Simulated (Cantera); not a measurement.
Input: 1 mol SiH2Cl2, 0.24 mol N2, a varied amount of H2, held at 750 K and 13.0 Pa.

Equilibrium computed with Cantera from the NASA thermochemical tables; the gas is ideal and each condensed phase is pure. Candidate condensed phases: NH4Cl, Si, Si3N4; 28 gas species. N2 is the only nitrogen source here; it is nearly inert below about 1500 K, so the nitride shown seldom forms there in practice. The tables' values for SiCl3 are old estimates; treat these amounts as uncertain. Kinetics and transport are ignored.

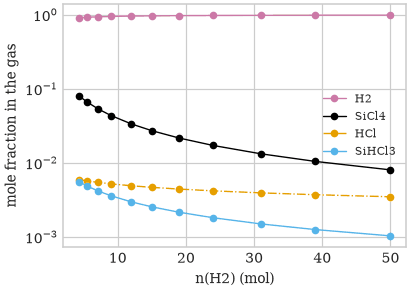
Fig. 1. Equilibrium gas composition (values under 1e-9 drawn at 1e-9)

From 4.3 mol H2 to 50 mol H2 the condensed part is Si(s) + Si3N4(s). The main Si-bearing gas is SiCl4 throughout. The share of Si in condensed phases is highest at 50 mol H2 (53.1 %) and lowest at 4.3 mol H2 (50.0 %).
